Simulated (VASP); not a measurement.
Band structure of Ir3Ru (space group I4/mmm). Computed with PBEsol GGA, VASP's PBE PAW potentials (set 64) (plane waves; VASP).

Unless said otherwise, spin-orbit coupling is left out, though it shifts the bands of the heavy elements here.

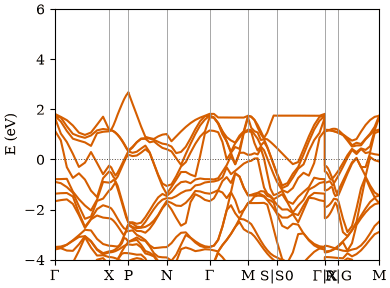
Fig. 1. Bands along high-symmetry lines, zero at the valence-band maximum or, without a gap, the Fermi level

Read the plot: is there a gap, and where are the band edges?

It has no gap at this level: it comes out as a metal or semimetal. (Edges off the drawn lines would not show.)

The structure comes from a computed database's Ir3Ru entry (I4/mmm); how it stands against other phases isn't given here. It was relaxed first. The electron count is odd and the run is not spin-polarised, which forces a metal.
